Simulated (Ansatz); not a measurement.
# Single-point calculation of CH₄FNOSi

The run: single-point calculation of CH₄FNOSi. Method and program: RKS HSE06-d4/pcseg-2 (Ansatz 0.2.0).

Some settings of this run were made unusual or wrong on purpose. The geometry comes from this level: PBE0-D4/def2-TZVP. Figures and captions count atoms from 1; the log counts them from 0 in places.

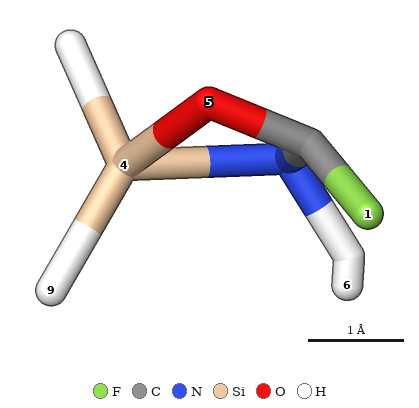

Fig. 1: The input geometry (stick view, seen at an oblique angle; atoms are numbered from 1 in the order of the input).

### Input file
```yaml
crystal:
  periodic: [false, false, false]
  atoms:
    - {symbol: F, position_ang: [-0.036466, 1.986500, 0.375763]}
    - {symbol: C, position_ang: [0.109064, 0.844108, -0.196692]}
    - {symbol: N, position_ang: [0.980070, -0.253903, 0.071528]}
    - {symbol: Si, position_ang: [-0.552645, -1.130528, 0.419703]}
    - {symbol: O, position_ang: [-0.863630, 0.217779, -0.449154]}
    - {symbol: H, position_ang: [1.680581, 0.253651, 1.278901]}
    - {symbol: H, position_ang: [1.630581, 0.253651, 0.978901]}
    - {symbol: H, position_ang: [-0.509743, -2.234784, -0.682570]}
    - {symbol: H, position_ang: [-1.069659, -1.352721, 1.842433]}
basis:
  gaussian: {orbitals: pcseg-2, fitting: {mean_field: def2-universal-jkfit}}
hamiltonian: {xc: {name: HSE06}, dispersion: d4}
output: {forces: true}
```

Run as:
```bash
ansatz run in.yaml --threads 2 --pin off --events-out ev --progress --plain --max-ram 4352MiB
```

### What the program printed
```
Functional definition: HSE06
  name "HSE06"
  cite "Heyd, Scuseria & Ernzerhof, J. Chem. Phys. 118, 8207 (2003) doi:10.1063/1.1564060"
  cite "Krukau, Vydrov, Izmaylov & Scuseria, J. Chem. Phys. 125, 224106 (2006) doi:10.1063/1.2404663"
  cite "Heyd & Scuseria, J. Chem. Phys. 120, 7274 (2004) doi:10.1063/1.1668634"
  cite "Ernzerhof & Perdew, J. Chem. Phys. 109, 3313 (1998) doi:10.1063/1.476928"
  cite "Perdew, Burke & Ernzerhof, Phys. Rev. Lett. 77, 3865 (1996) doi:10.1103/PhysRevLett.77.3865"
  parent pbe
  parameter a = 0.25
  parameter omega = 0.11/bohr
  # The whole range is PBE's own exchange, as in plane waves. The composition of these papers is wPBEh.
  exchange = pbe_x - a*pbe_x_sr(omega) + a*exact_x_sr(omega)
  correlation = pbe_c
506 factors; integrals over basis functions are off by at most 1.3e0 eV
506 factors; integrals over basis functions are off by at most 1.8e-7 eV
mean field evaluation 1: about -15189.5525 eV, gradient 8.3e1 eV
mean field evaluation 2: about -15098.8883 eV, gradient 1.7e2 eV
mean field evaluation 4: about -15201.4599 eV, gradient 3.5e1 eV
mean field evaluation 8: about -15204.0842 eV, gradient 9.1e-1 eV
mean field evaluation 16: about -15204.0844 eV, gradient 1.4e-4 eV
mean field -15204.08444004 eV, -558.7397974730 hartree, gradient 5.8e-5 eV, S^2 0.000000; 0 other end points of the search recorded, 0 dependent functions left out
the calculation of the forces begins
reference -15204.08448696 eV, -558.7397991972 hartree; 24, 24 occupied and 186, 186 virtual orbitals, 506 factors
Total energy: -15204.22906906 eV, -558.7451124914 hartree
Atom 0 at    -0.036466     1.986500     0.375763 Å, force     0.845827     1.403340     0.379896 eV/Å
Atom 1 at     0.109064     0.844108    -0.196692 Å, force     8.881814    -0.858469     0.827578 eV/Å
Atom 2 at     0.980070    -0.253903     0.071528 Å, force    -1.492400    -0.079550    -5.263135 eV/Å
Atom 3 at    -0.552645    -1.130528     0.419703 Å, force     1.774852    -2.608958    -1.606282 eV/Å
Atom 4 at    -0.863630     0.217779    -0.449154 Å, force   -14.262899    -1.339252    -2.920544 eV/Å
Atom 5 at     1.680581     0.253651     1.278901 Å, force    20.578633     1.751102   114.386732 eV/Å
Atom 6 at     1.630581     0.253651     0.978901 Å, force   -15.654533     1.368902  -106.379964 eV/Å
Atom 7 at    -0.509743    -2.234784    -0.682570 Å, force    -0.768429     0.207314     1.473756 eV/Å
Atom 8 at    -1.069659    -1.352721     1.842433 Å, force     0.097134     0.155570    -0.898036 eV/Å
Dipole moment:    -0.479586    -0.386227     0.259926 e Å
```

### Outcome

- outcome: converged
- total energy: −15204.2291 eV
- mean-field energy: −15204.0845 eV
- dispersion energy: −0.1446 eV
- SCF solution under orbital rotations: stable
- largest force (length of the vector): 116.236 eV/Å
- dipole moment: 3.21 D
- hardware: 2 threads of Arm Neoverse N1, 23 GiB of memory available, shared host
- wall time: 8 s (CPU time 15 s)
- peak memory: 0.46 GiB

A setting was made wrong on purpose: two atoms are placed far too close. The program still converged, but the numbers can't be taken as results for the intended system.
